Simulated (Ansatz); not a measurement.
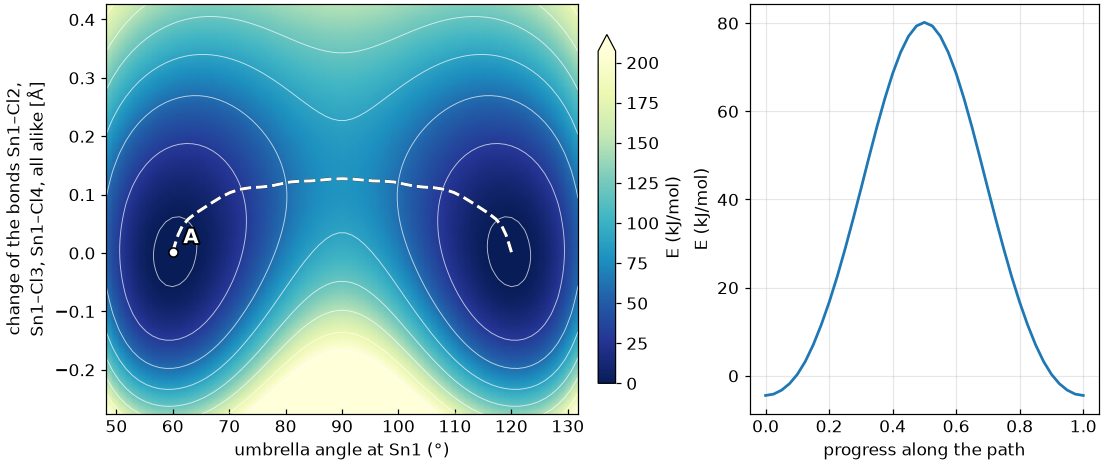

[SnCl3]-, charge −1. First axis: umbrella angle at Sn1 (between each of its bonds and their common axis; 90 is planar). Second axis: change of the bonds Sn1–Cl2, Sn1–Cl3, Sn1–Cl4, all alike. Nothing is relaxed (all other coordinates rigid). The grid has 11 × 11 points; 66 points were computed and 55 follow by symmetry. Points are written as (first, second). All energies are given in kJ/mol relative to the lowest grid point. The calculation used Ansatz 0.2.0, RKS PBE0-D4/def2-SVPD.

The picture shows a smooth colour map with a few white contour lines, a line along the lowest path, one colour for all values above the top of the scale, the energy along the path at the right, the start A. Between grid points the surface is interpolated.

Question: Describe the path and its barrier.

Answer: The easiest path leads from the well at about (60°, 0.00 Å) to a well of about the same depth at about (120°, 0.00 Å). Its highest point lies about 85 kJ/mol above the bottom of the first well on the interpolated surface, at about (90°, 0.13 Å). The start is the relaxed structure and all else is held, so a fully relaxed path at this level can only be lower.
